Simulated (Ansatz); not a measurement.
The figure comes from a scan of BAs (zinc blende): one B atom of a 2-atom cell moves by s along Cartesian x, with its periodic images. All values below come from r2SCAN (plane waves to 500 eV, PAW, scalar-relativistic; Ansatz, a first-principles code). k mesh 10×10×10 (Γ-centred), Fermi-Dirac smearing 0.05 eV. E stands for the smeared free energy. As the smearing reaches across the gap at some points, energies and forces of such displacements shift with the k mesh and the smearing. BAs was relaxed with its symmetry unable to fall. The zero of ΔE is the undisplaced structure.

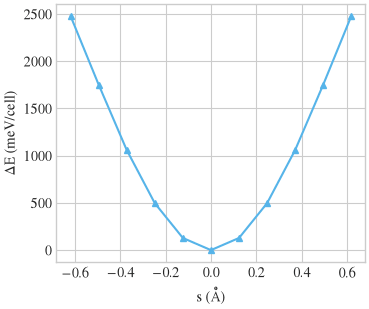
*ΔE (meV/cell) against s (Å); one marker a computed point.*

Problem. List the plotted points as numbers.

Solution. To the nearest 50:

```json
[
 {"s (Å)": "-0.620", "ΔE (meV/cell)": "2500"},
 {"s (Å)": "-0.496", "ΔE (meV/cell)": "1750"},
 {"s (Å)": "-0.372", "ΔE (meV/cell)": "1050"},
 {"s (Å)": "-0.248", "ΔE (meV/cell)": "500"},
 {"s (Å)": "-0.124", "ΔE (meV/cell)": "150"},
 {"s (Å)": "0.000", "ΔE (meV/cell)": "0"},
 {"s (Å)": "0.124", "ΔE (meV/cell)": "150"},
 {"s (Å)": "0.248", "ΔE (meV/cell)": "500"},
 {"s (Å)": "0.372", "ΔE (meV/cell)": "1050"},
 {"s (Å)": "0.496", "ΔE (meV/cell)": "1750"},
 {"s (Å)": "0.620", "ΔE (meV/cell)": "2500"}
]
```

(For displaced atoms, the force is minus the slope of the energy, and its curvature is a force constant, which sets phonon frequencies.)
